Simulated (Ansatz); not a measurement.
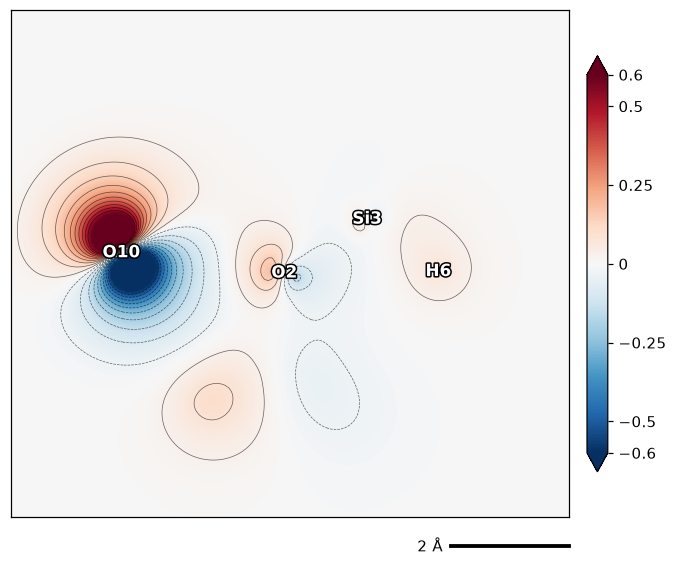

The picture shows: H₆OSi₂···H₂O. The HOMO on the plane of atoms O2, Si3 and H6 (values in Å⁻³ᐟ²; the overall sign is arbitrary).

Computed with Ansatz, RKS revPBE-D4/def2-SVP.

The calculation's input:

```
crystal:
  periodic: [false, false, false]
  atoms:
    - { symbol: Si, position_ang: [-0.132765, 0.215552, 0.04362] }
    - { symbol: O, position_ang: [-0.222313, 0.006273, 1.717094] }
    - { symbol: Si, position_ang: [-1.399125, -0.329532, 2.862421] }
    - { symbol: H, position_ang: [-2.367072, -1.359863, 2.335767] }
    - { symbol: H, position_ang: [-0.688282, -0.895175, 4.060102] }
    - { symbol: H, position_ang: [-2.152369, 0.908758, 3.264864] }
    - { symbol: H, position_ang: [1.297713, 0.346612, -0.370788] }
    - { symbol: H, position_ang: [-0.830998, 1.51921, -0.264858] }
    - { symbol: H, position_ang: [-0.86565, -0.866561, -0.694849] }
    - { symbol: O, position_ang: [1.284833, -2.190454, 0.765529] }
    - { symbol: H, position_ang: [0.515126, -2.743674, 0.991807] }
    - { symbol: H, position_ang: [1.319504, -1.564246, 1.532291] }
basis:
  gaussian: { orbitals: def2-SVP }
hamiltonian:
  xc: revpbe
  dispersion: d4
relax:
  f_tol: 0.03
  max_steps: 50
output:
  orbitals: {}
```

Launched as:

```sh
ansatz run input.yaml --threads 2 --pin off --max-ram 3072MiB --backend cpu --events-out ev --progress --plain --runs-dir out
```

The fields are those of the relaxed geometry.

> Describe this orbital and give its energy.

It lies mainly on O10 (about 85 %); largely a lone pair of O10. Its energy is −6.45 eV.
